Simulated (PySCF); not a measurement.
# InHCl (SMILES [Cl][InH]): levels of theory compared

Aim: a comparison of 6 runs (UB2PLYP/STO-6G, UM06-2X/STO-6G, UPBE/STO-6G, UPBE0/STO-6G, UCCSDT/STO-6G, FCI/STO-6G) of InHCl. The job is set up through a Python script.

Program for the calculation: PySCF 2.14.0.

9 further runs of the same task are left out: 9 set aside as unsound or not needed.

## 1. The structure to begin with

InHCl: 3 atoms, total charge 0, spin state doublet. As SMILES, `[Cl][InH]`. The In2–H3 distance was set to 3.900 Å, away from the relaxed value. At this shape a bond of the SMILES string is far longer than usual.

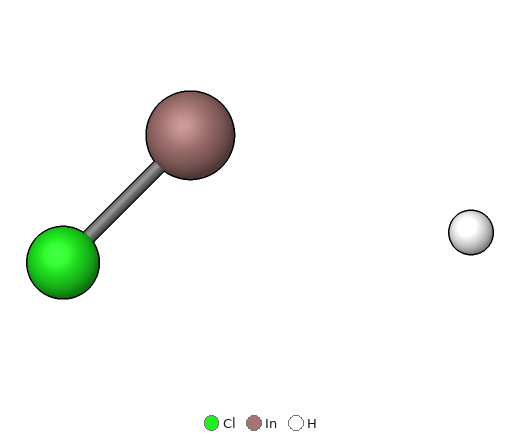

Viewed from a chosen angle; chlorine green, indium brown, hydrogen white.

## 2. A single-point energy at UB2PLYP/STO-6G (run 1)

Input file input.py:

```python
from pyscf import gto, dft, mp

mol = gto.M(
    atom='Cl -2.633657 2.252316 -1.205792; In -0.574357 2.397916 -0.052292; H 1.229400 -1.003900 0.568100',
    spin=1,
    basis='sto-6g',
    charge=0,
    max_memory=1860,
    verbose=3,
)

mf = dft.UKS(mol, xc='0.53*HF + 0.47*B88, 0.73*LYP')
mf.conv_tol = 1e-10
mf.grids.level = 5
mf.kernel()
if not mf.converged:
    mf = mf.newton().run(mf.mo_coeff, mf.mo_occ)

pt = mp.MP2(mf, frozen=23).run()
energy = mf.e_tot + 0.27 * pt.e_corr
print('PT2 part  %.8f' % (0.27 * pt.e_corr))
print(f'total energy: {energy:.8f} hartree')
```

Command:

```console
$ OMP_NUM_THREADS=1 python input.py
```

What it wrote:

```text
WARN: HOMO -0.319882164569125 >= LUMO -0.319882164569107

WARN: HOMO -0.0246760319204017 >= LUMO -0.0264340311937608

converged SCF energy = -6173.18992179735  <S^2> = 0.75033346  2S+1 = 2.0003334
E(UMP2) = -6173.228336775  E_corr = -0.0384149776508652
E(SCS-UMP2) = -6173.23266094222  E_corr = -0.042739144873226
PT2 part  -0.01037204
total energy: -6173.20029384 hartree
```

Wall time 9.9 s (1 thread of Arm Neoverse V1, shared host); peak memory 0.25 GiB.

## 3. The energy at UM06-2X/STO-6G (run 2)

Input file job.py:

```python
from pyscf import gto, dft

mol = gto.Mole()
mol.atom = '''
Cl    -4.976890     4.256260    -2.278617
In    -1.085377     4.531405    -0.098818
H      2.323229    -1.897096     1.073553
'''
mol.basis = 'sto-6g'
mol.verbose = 3
mol.max_memory = 1860
mol.spin = 1
mol.unit = 'bohr'
mol.build()

myscf = dft.UKS(mol)
myscf.xc = 'm06-2x'
myscf.conv_tol = 1e-10
myscf.grids.level = 5
myscf.kernel()
if not myscf.converged:
    myscf = myscf.newton().run(myscf.mo_coeff, myscf.mo_occ)

e_final = myscf.e_tot
print('E = %.10f Eh' % e_final)
```

Command:

```console
$ OMP_NUM_THREADS=1 python job.py
```

What it wrote:

```text
WARN: HOMO -0.343761682252368 >= LUMO -0.343761682252377

converged SCF energy = -6174.04325324643  <S^2> = 0.75099212  2S+1 = 2.0009919
E = -6174.0432532464 Eh
```

Wall time 17 s (1 thread of Arm Neoverse V1, shared host); peak memory 0.27 GiB.

Runs 3 to 4 aren't shown in full; the table further down has their settings and results.

## 4. A single-point energy at UCCSDT/STO-6G (run 5)

Input file input.xyz:

```xyz
3
ClHIn
Cl    -2.633657     2.252316    -1.205792
In    -0.574357     2.397916    -0.052292
H      1.229400    -1.003900     0.568100
```

Input file job.py:

```python
from pyscf import gto, cc

mol = gto.M(
    atom='input.xyz',
    max_memory=1860,
    spin=1,
    charge=0,
    verbose=3,
    basis='sto-6g',
)

mf = mol.UHF()
mf.conv_tol = 1e-10
mf.kernel()
if not mf.converged:
    mf = mf.newton().run(mf.mo_coeff, mf.mo_occ)

mycc = cc.CCSDT(mf, frozen=23)
mycc.kernel()
e_tot = mycc.e_tot
print('E = %.10f Eh' % e_tot)
```

Command:

```console
$ OMP_NUM_THREADS=1 python job.py
```

What it wrote:

```text
converged SCF energy = -6171.1613333671  <S^2> = 0.79285212  2S+1 = 2.0424026
_make_eris_incore_UCCSDT

WARN: A large `blksize_v_aaa` is being used, which may cause large memory consumption
      for storing contraction intermediates. If memory is sufficient, consider using
      `pyscf.cc.uccsdt_highm.UCCSDT` instead.

WARN: A large `blksize_v_aab` is being used, which may cause large memory consumption
      for storing contraction intermediates. If memory is sufficient, consider using
      `pyscf.cc.uccsdt_highm.UCCSDT` instead.

UCCSDT converged
E(UCCSDT) = -6171.201587282053   E_corr = -0.04025391495125358
E_corr(same-spin) = -0.00266557858557637
E_corr(oppo-spin) = -0.0375883363656772
E = -6171.2015872821 Eh
```

Wall time 5.1 s (1 thread of Arm Neoverse V1, shared host); peak memory 0.13 GiB.

## 5. The energy at FCI/STO-6G (run 6)

Input file job.py:

```python
from pyscf import gto, mcscf

mol = gto.Mole()
mol.atom = '''
Cl  -2.633657   2.252316  -1.205792
In  -0.574357   2.397916  -0.052292
H    1.229400  -1.003900   0.568100
'''
mol.max_memory = 1860
mol.verbose = 3
mol.basis = 'sto-6g'
mol.spin = 1
mol.build()

hf = mol.ROHF()
hf.conv_tol = 1e-10
hf.kernel()
if not hf.converged:
    hf = hf.newton().run(hf.mo_coeff, hf.mo_occ)

cas = mcscf.CASCI(hf, hf.mo_coeff.shape[-1] - 23, (mol.nelec[0] - 23, mol.nelec[1] - 23))  # full CI above the frozen core
cas.fix_spin_(ss=0.75)
cas.kernel()
e_final = cas.e_tot
print('Final energy', e_final)
```

Command:

```console
$ OMP_NUM_THREADS=1 python job.py
```

What it wrote:

```text
converged SCF energy = -6171.1612370552
CASCI E = -6171.20169556022  E(CI) = -95.4534242836135  S^2 = 0.7500000
Final energy -6171.20169556022
```

It took 14 s on 1 thread of Arm Neoverse V1, shared host; peak memory 0.2 GiB.

## 6. Overview of the runs

```tsv
run	level	frozen core orbitals	integration grid	energy (Eh)	dipole moment (D) of the reference	HOMO energy (eV)	LUMO energy (eV)	wall time
1	UB2PLYP/STO-6G	23	5	-6173.200294	3.04	-4.05	2.94	9.9 s
2	UM06-2X/STO-6G	–	5	-6174.043253	3.04	-4.43	2.36	17 s
3	UPBE/STO-6G	–	5	-6173.089703	2.52	-2.04	0.87	9.6 s
4	UPBE0/STO-6G	–	5	-6173.448846	2.83	-3.35	1.70	9.9 s
5	UCCSDT/STO-6G	23	–	-6171.201587	3.34	-5.17	5.30	5.1 s
6	FCI/STO-6G	23	–	-6171.201696	3.29	–	–	14 s
```

## 7. Results

```
                                           quantity           value
                                run 6: total energy  -6171.20170 Eh
        run 6: dipole moment (Hartree–Fock density)          3.29 D
run 6: correlation energy (23 core orbitals frozen)       -40.5 mEh
```

In words: Against full CI in this basis: UCCSDT +0.1 mEh. Over runs 1, 2, 3, 4 the dipole moment (its size) runs from 2.52 D (UPBE/STO-6G) to 3.04 D (UB2PLYP/STO-6G). A double hybrid's value is that of its SCF part. Totals of different functionals can't be ranked against each other. In runs 1, 2, 3, 4, 5, 6 the basis is minimal, so the values are rough. In runs 1, 2, 3, 4, 5, 6 relativity is left out where basis or elements ask for it. All runs together took 66 s, the longest 17 s.
